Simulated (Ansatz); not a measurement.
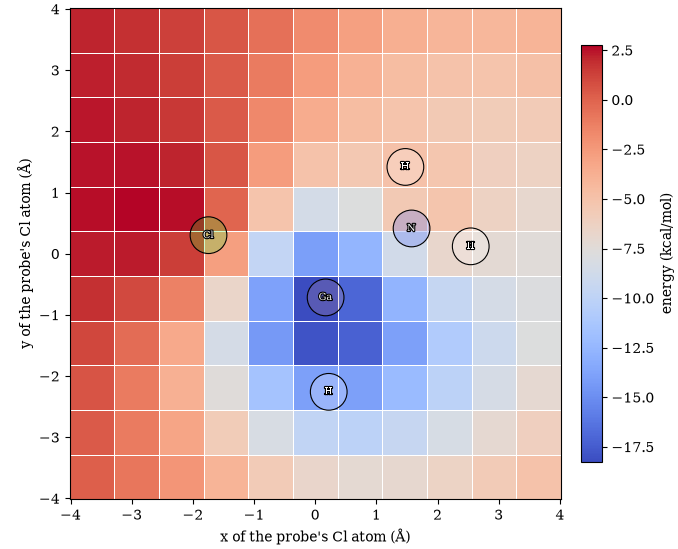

Energy landscape of ClGaH₃N (SMILES [NH2][GaH][Cl]) with the probe Cl-. 
- The probe is moved over a plane parallel to the molecule's main plane, 3.10 Å above it.
- Coordinates scanned: (1) x of the probe's Cl atom; (2) y of the probe's Cl atom.
- Nothing is relaxed (molecule and probe rigid).
- Grid: 11 × 11 points.
- Energies are in kcal/mol, from molecule and probe far apart, each relaxed in its own basis (no counterpoise correction).
- These are results of RKS PBE0-D4/def2-SVPD (Ansatz 0.2.0), not measurements.

In the figure: one coloured cell a grid point, labelled circles for the molecule's atoms, projected on the plane. 

**Describe this landscape.**

The lowest grid point is at x of the probe's Cl atom = 0.00 Å, y of the probe's Cl atom = −0.73 Å [nearest 1 Ga at 3.10 Å], −18.3 kcal/mol from molecule and probe far apart, each relaxed in its own basis (no counterpoise correction). The bottom of the well lies between grid points, at about x of the probe's Cl atom = 0.20 Å, y of the probe's Cl atom = −1.03 Å, about 0.62 kcal/mol lower on the interpolated surface. It is the only kind of minimum in the scanned range. The highest grid point, x of the probe's Cl atom = −2.92 Å, y of the probe's Cl atom = 0.73 Å [nearest 1 Cl at 3.34 Å], lies 21.1 kcal/mol above the lowest. Near the minimum the curvatures are about 0.39 and 0.45 eV/Å² along the soft and the stiff direction.

The input of one point:

```yaml
crystal:
  periodic: [false, false, false]
  atoms:
    - { symbol: "N", position_ang: [1.574703, 0.412243, 0.0] }
    - { symbol: Ga, position_ang: [0.169696, -0.714844, 0.0] }
    - { symbol: Cl, position_ang: [-1.7444, 0.302601, 0.0] }
    - { symbol: H, position_ang: [1.473601, 1.417867, -0.000718] }
    - { symbol: H, position_ang: [2.541663, 0.120265, -0.000229] }
    - { symbol: H, position_ang: [0.220666, -2.258103, 0.000325] }
    - { symbol: Cl, position_ang: [0.0, -0.73, 3.1] }
total_charge: -1
basis:
  gaussian: { orbitals: def2-SVPD }
hamiltonian:
  xc: pbe0
  dispersion: d4
output:
  forces: true
```

Each point was launched as `ansatz run input.yaml --threads 1 --pin off --max-ram 2560MiB --backend cpu --events-out ev --progress --plain --runs-dir out`. Time for the 121 points that were run: 9.3 min on 1 thread of Intel(R) Xeon(R) 6975P-C (Granite Rapids), on a shared host.
